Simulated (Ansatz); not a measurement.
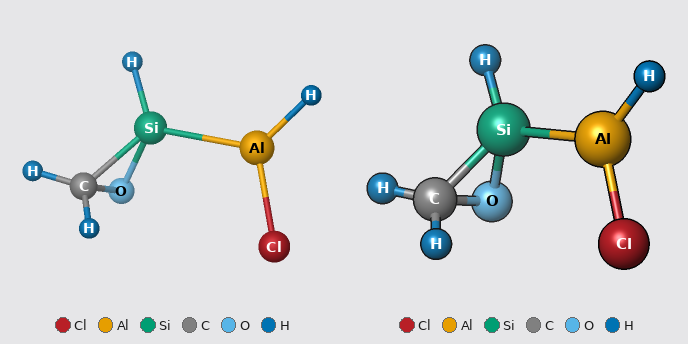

Both panels show the same species.

> Which formula does it have?

CH4AlClOSi, 9 atoms: 1 carbon, 4 hydrogen, 1 aluminium, 1 chlorine, 1 oxygen and 1 silicon.

> How many sets of symmetry-equivalent atoms are there?

9: 1 Cl, 1 Al, 1 Si, 1 C, 1 O, 1 H, 1 H, 1 H, 1 H.

> How many bonds of each kind are drawn?

2 C–H, 1 Al–Cl, 1 Al–Si, 1 C–Si, 1 C–O, 1 O–Si, 1 Al–H, 1 Si–H.

> Name some functional groups or characteristic bonds that it holds.

Among them: Si–H bond, Si–O bond.

More results for the same structure follow; atom numbers are the same in all pictures, views and colours differ. The geometry was computed by an optimisation with PBE0-D4/def2-TZVP.

## Geometry

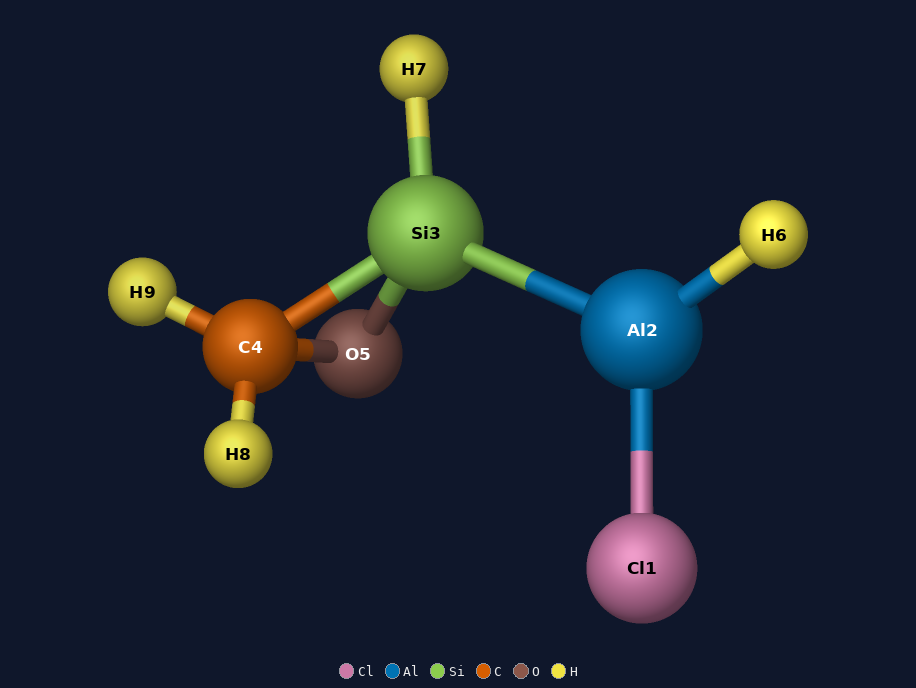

The atoms are numbered.

> What is the geometry at Al2?

Al2 has 3 neighbours (Cl1 at 2.10, Si3 at 2.43, H6 at 1.58 Å); the arrangement is trigonal planar.

> What is the dihedral angle Cl1–Al2–Si3–O5?

31° in size, that is gauche.

## Levels of theory compared

Program: Ansatz 0.2.0.

At this fixed geometry, give HOMO–LUMO gap (eV) at these levels: BLYP-D4/def2-TZVPP; HSE06 (plane-wave form)-D4/def2-TZVPP; PBE-D4/def2-TZVPP; r2SCAN-D4/def2-TZVPP; r2SCANh-D4/def2-TZVPP; revPBE-D4/def2-TZVPP; ωB97M-V/def2-SVP; ωB97M-V/def2-TZVPP; ωB97X-V/def2-TZVPP.

| level | HOMO–LUMO gap (eV) |
| --- | --- |
| BLYP-D4/def2-TZVPP | 3.10 |
| HSE06 (plane-wave form)-D4/def2-TZVPP | 4.21 |
| PBE-D4/def2-TZVPP | 3.12 |
| r2SCAN-D4/def2-TZVPP | 3.50 |
| r2SCANh-D4/def2-TZVPP | 4.18 |
| revPBE-D4/def2-TZVPP | 3.15 |
| ωB97M-V/def2-SVP | 8.84 |
| ωB97M-V/def2-TZVPP | 8.76 |
| ωB97X-V/def2-TZVPP | 9.13 |

## Charges

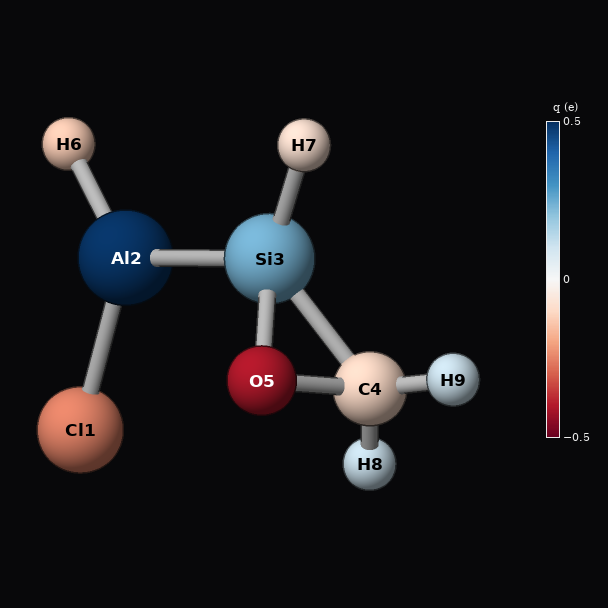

Atoms are coloured by their Mulliken charges. Properties computed with RKS B3LYP-D4/def2-TZVPP (Ansatz 0.2.0).

List the Mulliken charges.

| atom | value (e) |
| --- | --- |
| Cl1 | −0.24 |
| Al2 | 0.49 |
| Si3 | 0.23 |
| C4 | −0.10 |
| O5 | −0.39 |
| H6 | −0.12 |
| H7 | −0.07 |
| H8 | 0.11 |
| H9 | 0.10 |

## Dipole moment

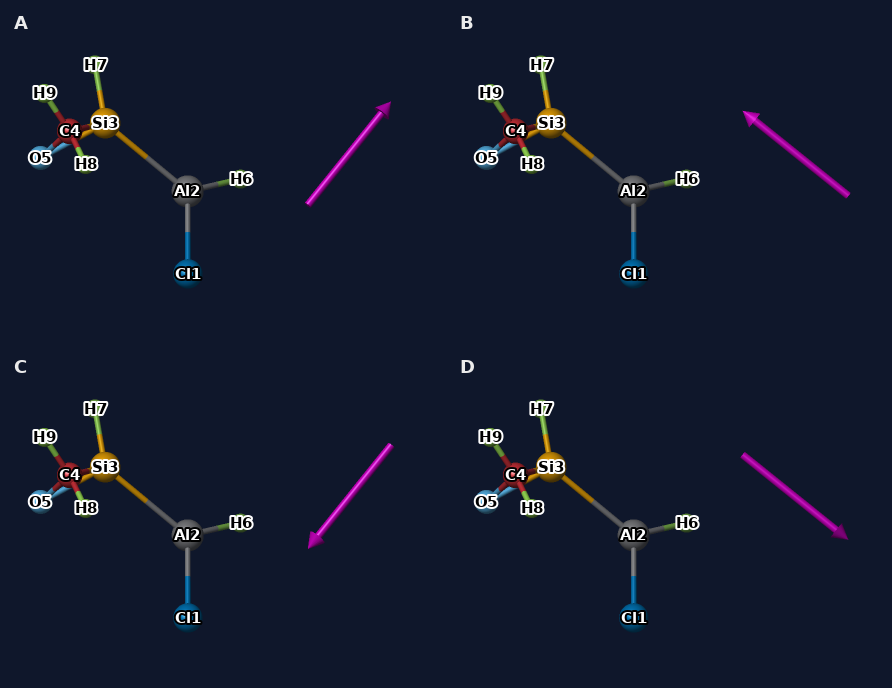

The same molecule four times, each with an arrow. Properties computed with RKS PBE0-D4/def2-TZVP (Ansatz 0.2.0).

> Which arrow points along the dipole moment, from the negative to the positive end?

A. The dipole moment is 2.28 D; it points from the side of Cl1, O5, H8 to the side of H6 (the outermost atoms at the two ends).

Mulliken values depend strongly on the basis set and can even reverse the polarity of a bond.
